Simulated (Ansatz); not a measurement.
```xyz
4

B    -0.6263   -0.7127    0.6765
Cl    1.2690    1.3067   -0.6207
O    -1.1659   -1.7680    0.4605
Si    0.2312    1.0960    1.1800
```

Geometry: B3LYP-D4/def2-TZVP.

Level of theory: Ansatz 0.2.0, isolated molecule in a Gaussian basis; Kohn-Sham density functional theory, functional PBE0.

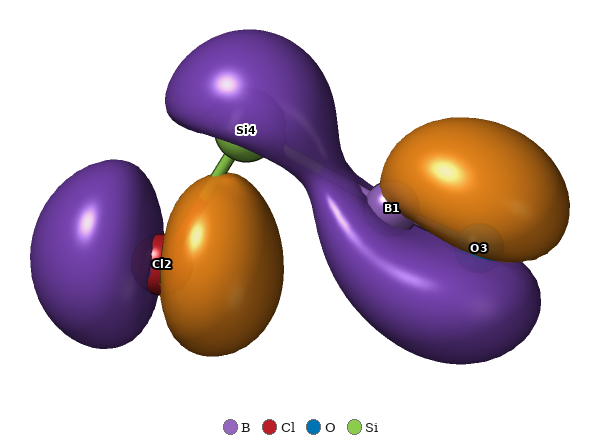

BClOSi (SMILES O=B[Si]Cl). The HOMO−1 at ±0.08 Å⁻³ᐟ² (orange and purple are the two phases), seen at a tilt.

Q: What is the character of this orbital?

A: Its weight (Hirshfeld) is mainly on O3 (about 45 %), Cl2 (about 35 %), B1 (about 15 %) and Si4 (about 10 %); it is symmetric in the molecular plane (an in-plane orbital: σ, lone-pair or in-plane π type); largely a combination of lone pairs on O3 and Cl2. Its energy is −9.95 eV.
